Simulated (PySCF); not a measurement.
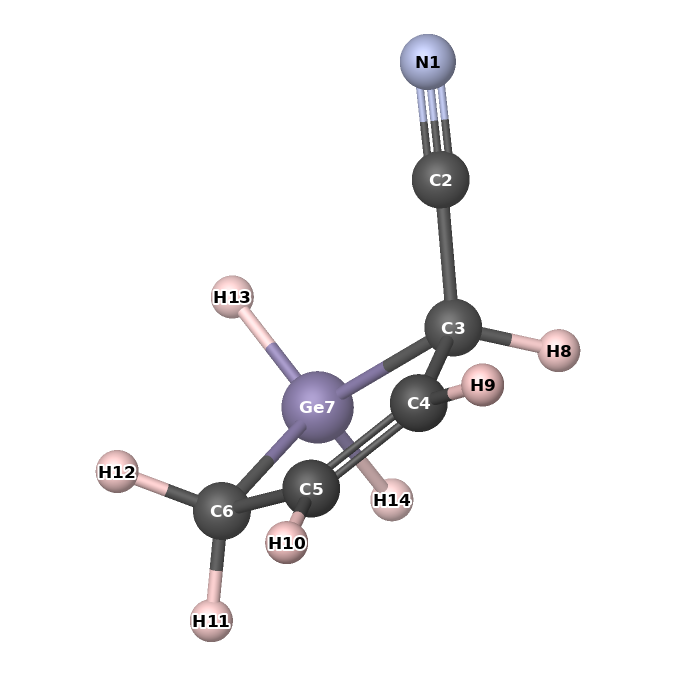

Computed geometry: PBE0-D3(BJ)/def2-SVP optimisation. No frequency run is at hand to confirm it as a minimum. Level of theory: B3LYP/pcJ-1 (pcSseg-1 on Ge) indirect spin-spin coupling, non-relativistic, gas phase (PySCF 2.14.0). Isotopes: 13C, 1H, 15N.

Give the spin–spin coupling constants of these pairs, with the number of bonds between them: N1/C2, N1/C3, N1/H8, N1/C4.

| pair | bonds apart | J (Hz) |
| --- | --- | --- |
| N1, C2 | 1 | −17.9 |
| N1, C3 | 2 | 3.9 |
| N1, H8 | 3 | −1.7 |
| N1, C4 | 3 | −0.7 |
